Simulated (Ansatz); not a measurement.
# C2H5AlF (SMILES [CH2][Al]([CH3])[F]) at U-wB97X/def2-SVP

What is the energy change on altering one bond length of C2H5AlF at U-wB97X/def2-SVP? 

The results are computed with Ansatz 0.2.0.

55 further runs of the same task are left out: 1 that didn't finish, 54 set aside as unsound or not needed.

### Step 1. The structure to begin with

The species is C2H5AlF (9 atoms), meant as a doublet with charge 0. SMILES: `[CH2][Al]([CH3])[F]`. Geometry: relaxed at PBE0-D4/def2-TZVP. This is one conformer, not always the lowest.

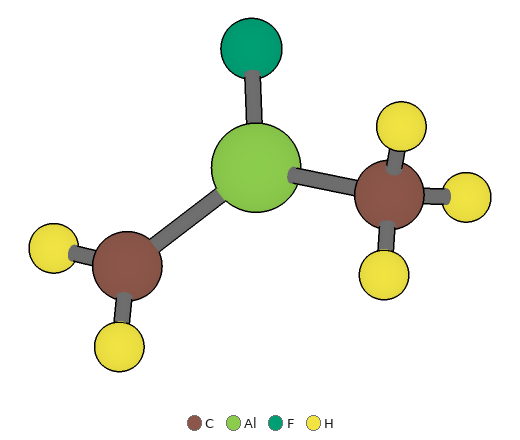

The structure, seen from a chosen angle (carbon brown, aluminium green, fluorine teal, hydrogen yellow).

### Step 2. The energy at U-wB97X/def2-SVP

in.yaml reads:

```yaml
crystal:
  periodic: [false, false, false]
  atoms:
    - {symbol: C, position_ang: [-0.686400, 1.587500, -0.820000]}
    - {symbol: Al, position_ang: [-0.112800, -0.228700, -0.596500]}
    - {symbol: C, position_ang: [0.607100, -1.002300, 1.029300]}
    - {symbol: F, position_ang: [-0.253200, -1.209400, -1.924700]}
    - {symbol: H, position_ang: [-1.086800, 1.989200, -1.748800]}
    - {symbol: H, position_ang: [-0.649000, 2.336800, -0.031000]}
    - {symbol: H, position_ang: [-0.009300, -1.839800, 1.370600]}
    - {symbol: H, position_ang: [1.611200, -1.403400, 0.860100]}
    - {symbol: H, position_ang: [0.667900, -0.276300, 1.843700]}
basis:
  gaussian:
    orbitals: def2-SVP
magnetization:
  spin_polarized: true
  initial_magnetization: 1
hamiltonian:
  xc: {name: wB97X}
accuracy: high
output:
  orbitals: {seedname: orbitals}
```

The run is started by

```sh
ansatz run in.yaml --threads 1 --pin off --max-ram 3480MiB --events-out events.jsonl --progress --plain --runs-dir runs
```

Log:

```text
Warning: RAYON_NUM_THREADS=1 ignored (pool sized by the plan → 1); use --threads N
Functional definition: wB97X
  name "wB97X"
  parameter omega = 0.3/bohr
  parameter cx = 0.157706
  parameter cx1 = 0.726479
  parameter cx2 = 1.04760
  parameter cx3 = -5.70635
  parameter cx4 = 13.2794
  parameter css1 = -4.33879
  parameter css2 = 18.2308
  parameter css3 = -31.7430
  parameter css4 = 17.2901
  parameter cos1 = 2.37031
  parameter cos2 = -11.3995
  parameter cos3 = 6.58405
  parameter cos4 = -3.78132
  exchange = spin_sum(e_x_unif_sr(omega)*poly(b97_u_x, 1 - cx, cx1, cx2, cx3, cx4)) + cx*exact_x_sr(omega)
      + exact_x_lr(omega)
  correlation = spin_sum(e_c_pw_same_spin*poly(b97_u_same, 1, css1, css2, css3, css4))
      + integral(e_c_pw_opposite_spin*poly(b97_u_opposite, 1, cos1, cos2, cos3, cos4))
1920 factors; integrals over basis functions are off by at most 7.2e-9 eV
383 factors; integrals over basis functions are off by at most 2.3e-9 eV
mean field evaluation 1: about -11458.5223 eV, gradient 3.3e1 eV
mean field evaluation 2: about -11459.9022 eV, gradient 3.0e1 eV
mean field evaluation 4: about -11462.8978 eV, gradient 9.2e-1 eV
mean field evaluation 8: about -11462.9930 eV, gradient 7.2e-2 eV
mean field evaluation 16: about -11462.9931 eV, gradient 1.5e-4 eV
mean field -11462.99305717 eV, -421.2572249552 hartree, gradient 3.1e-8 eV, S^2 0.753287; 0 other end points of the search recorded, 0 dependent functions left out
reference -11462.99305383 eV, -421.2572248323 hartree; 20, 19 occupied and 65, 66 virtual orbitals, 1920 factors
Total energy: -11462.99305383 eV, -421.2572248323 hartree
```

Run time: 56 s. Hardware: 1 thread of Arm Neoverse V1, shared host; peak memory 0.84 GiB.

### Step 3. The distorted shape at the same level

in.yaml reads:

```yaml
crystal:
  periodic: [false, false, false]
  atoms:
    - symbol: C
      position_ang: [-0.665343, 1.734585, -0.620796]
    - symbol: Al
      position_ang: [-0.091743, -0.081615, -0.397296]
    - symbol: C
      position_ang: [0.628157, -0.855215, 1.228504]
    - symbol: F
      position_ang: [-0.253200, -1.209400, -1.924700]
    - symbol: H
      position_ang: [-1.065743, 2.136285, -1.549596]
    - symbol: H
      position_ang: [-0.627943, 2.483885, 0.168204]
    - symbol: H
      position_ang: [0.011757, -1.692715, 1.569804]
    - symbol: H
      position_ang: [1.632257, -1.256315, 1.059304]
    - symbol: H
      position_ang: [0.688957, -0.129215, 2.042904]
basis:
  gaussian:
    orbitals: def2-SVP
output: {orbitals: {seedname: orbitals}}
hamiltonian:
  xc: {name: wB97X}
magnetization:
  spin_polarized: true
  initial_magnetization: 1
accuracy: high
```

The run is started by

```sh
ansatz run in.yaml --threads 1 --pin off --max-ram 3480MiB --events-out events.jsonl --progress --plain --runs-dir runs
```

Log:

```text
Warning: RAYON_NUM_THREADS=1 ignored (pool sized by the plan → 1); use --threads N
Functional definition: wB97X
  name "wB97X"
  parameter omega = 0.3/bohr
  parameter cx = 0.157706
  parameter cx1 = 0.726479
  parameter cx2 = 1.04760
  parameter cx3 = -5.70635
  parameter cx4 = 13.2794
  parameter css1 = -4.33879
  parameter css2 = 18.2308
  parameter css3 = -31.7430
  parameter css4 = 17.2901
  parameter cos1 = 2.37031
  parameter cos2 = -11.3995
  parameter cos3 = 6.58405
  parameter cos4 = -3.78132
  exchange = spin_sum(e_x_unif_sr(omega)*poly(b97_u_x, 1 - cx, cx1, cx2, cx3, cx4)) + cx*exact_x_sr(omega)
      + exact_x_lr(omega)
  correlation = spin_sum(e_c_pw_same_spin*poly(b97_u_same, 1, css1, css2, css3, css4))
      + integral(e_c_pw_opposite_spin*poly(b97_u_opposite, 1, cos1, cos2, cos3, cos4))
1912 factors; integrals over basis functions are off by at most 5.6e-9 eV
385 factors; integrals over basis functions are off by at most 2.4e-9 eV
mean field evaluation 1: about -11457.7318 eV, gradient 3.3e1 eV
mean field evaluation 2: about -11458.4567 eV, gradient 3.5e1 eV
mean field evaluation 4: about -11462.3549 eV, gradient 9.9e-1 eV
mean field evaluation 8: about -11462.4483 eV, gradient 8.3e-2 eV
mean field evaluation 16: about -11462.4483 eV, gradient 1.8e-4 eV
mean field -11462.44833561 eV, -421.2372068071 hartree, gradient 3.7e-8 eV, S^2 0.753338; 0 other end points of the search recorded, 0 dependent functions left out
reference -11462.44833233 eV, -421.2372066866 hartree; 20, 19 occupied and 65, 66 virtual orbitals, 1912 factors
Total energy: -11462.44833233 eV, -421.2372066866 hartree
```

Run time: 55 s. Hardware: 1 thread of Arm Neoverse V1, shared host; peak memory 0.84 GiB.

### Step 4. What came out

At U-wB97X/def2-SVP:

| quantity | value |
| --- | --- |
| first shape: total energy | -421.25722 Eh |
| first shape: HOMO energy (highest over α and β) | -9.53 eV |
| first shape: LUMO energy (lowest over α and β) | -0.66 eV |
| first shape: ⟨S²⟩ | 0.753 |
| distorted shape: total energy | -421.23721 Eh |
| distorted shape: HOMO energy (highest over α and β) | -9.76 eV |
| distorted shape: LUMO energy (lowest over α and β) | -0.94 eV |
| distorted shape: ⟨S²⟩ | 0.753 |
| energy change with the Al2–F4 bond stretched from 1.657 to 1.906 Å | 0.545 eV |

With the Al2–F4 bond stretched from 1.657 to 1.906 Å the energy rises by 0.54 eV (12.6 kcal/mol). The first shape isn't relaxed at this level, so the change isn't measured from a minimum.
